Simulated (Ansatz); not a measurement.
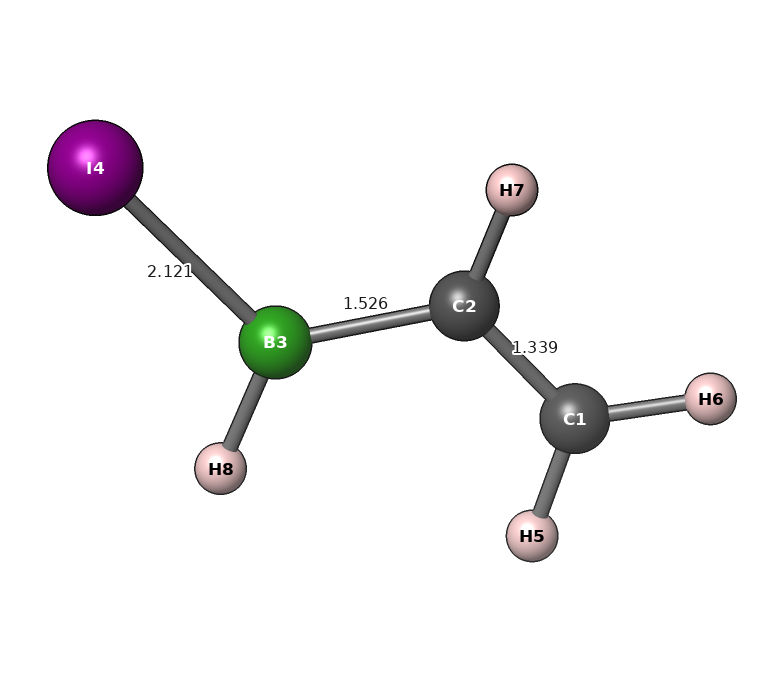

The numbers beside the sticks are distances in Å. Sticks don't show bond order. The computed structure is the end point of a PBE0-D4/def2-TZVP optimisation.

Question: Assign a bond order to each marked bond.

Answer: C1–C2 double; C2–B3 single; B3–I4 single.

Question: Give the structure as SMILES.

Answer: C=CBI
